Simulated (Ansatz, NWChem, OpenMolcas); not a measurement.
# GeS (germanium sulfide): the vertical electron affinity, rung by rung

GeS: 2 atoms, total charge 0, spin state singlet. As SMILES, `[S+]#[Ge-]`. Geometry: the measured bond length.

```xyz
2

S     0.0000    0.0000    0.0000
Ge    0.0000    0.0000    2.0121
```

Quantity: the vertical electron affinity (to the doublet anion), in eV. The values are calculated.

The electron affinity is E(neutral) − E(anion): positive where the electron is bound.

```json
{"level": "HF/aug-cc-pVTZ", "kind": "Hartree–Fock", "program": "OpenMolcas", "value (eV)": "0.22", "less CCSD(T)/aug-cc-pVTZ": "-0.22", "CPU time (all runs)": "29 s"}
{"level": "M06-L/aug-cc-pVTZ", "kind": "meta-GGA", "program": "OpenMolcas", "value (eV)": "0.28", "less CCSD(T)/aug-cc-pVTZ": "-0.16", "CPU time (all runs)": "2.1 min"}
{"level": "CAM-B3LYP/aug-cc-pVTZ", "kind": "range-separated hybrid", "program": "NWChem", "value (eV)": "0.60", "less CCSD(T)/aug-cc-pVTZ": "+0.16", "CPU time (all runs)": "24 min"}
{"level": "wB97M-V/aug-cc-pVTZ", "kind": "range-separated hybrid", "program": "Ansatz", "value (eV)": "0.49", "less CCSD(T)/aug-cc-pVTZ": "+0.05", "CPU time (all runs)": "2.8 min"}
{"level": "wB97X/aug-cc-pVTZ", "kind": "range-separated hybrid", "program": "Ansatz", "value (eV)": "0.53", "less CCSD(T)/aug-cc-pVTZ": "+0.09", "CPU time (all runs)": "100 s"}
{"level": "B2PLYP/aug-cc-pVTZ", "kind": "double hybrid", "program": "Ansatz", "value (eV)": "0.43", "less CCSD(T)/aug-cc-pVTZ": "-0.01", "CPU time (all runs)": "35 s"}
{"level": "BCCD(T)/aug-cc-pVTZ", "kind": "coupled cluster or CI", "program": "Ansatz", "value (eV)": "0.44", "less CCSD(T)/aug-cc-pVTZ": "0.00", "CPU time (all runs)": "77 s"}
{"level": "CCSD(T)/aug-cc-pVTZ", "kind": "coupled cluster or CI", "program": "Ansatz", "value (eV)": "0.44", "less CCSD(T)/aug-cc-pVTZ": "0.00", "CPU time (all runs)": "64 s"}
{"level": "FCI/STO-3G", "kind": "exact in the basis", "program": "Ansatz", "value (eV)": "-6.35", "less CCSD(T)/aug-cc-pVTZ": "-6.79", "CPU time (all runs)": "2.3 s"}
```

CCSD(T)/aug-cc-pVTZ is the highest level here, not the true value. All-electron rows without a relativistic Hamiltonian named are non-relativistic. Where it was recorded, the anion's HOMO is positive in M06-L/aug-cc-pVTZ, CAM-B3LYP/aug-cc-pVTZ, B2PLYP/aug-cc-pVTZ: a fault of the level (basis or self-interaction), which says nothing on whether the real anion is bound. The values span -6.35 to 0.60 eV. High-level rows in very small sets aren't better than simpler rows in larger ones. In the correlated wave-function rows the outer d shell of Ge is correlated, in sets not made for it. CPU times are rough (shared hosts, several kinds of processor and program).

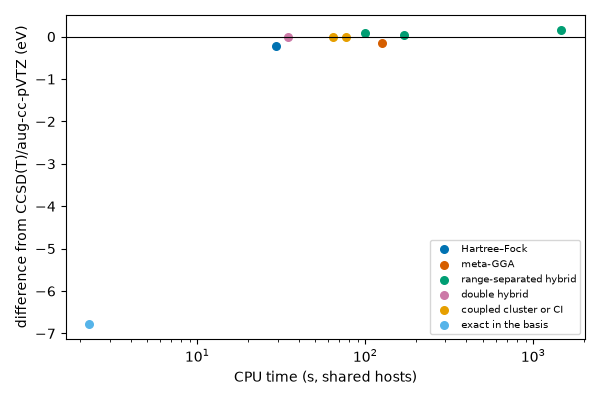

Difference from CCSD(T)/aug-cc-pVTZ against processor time, one point a level.
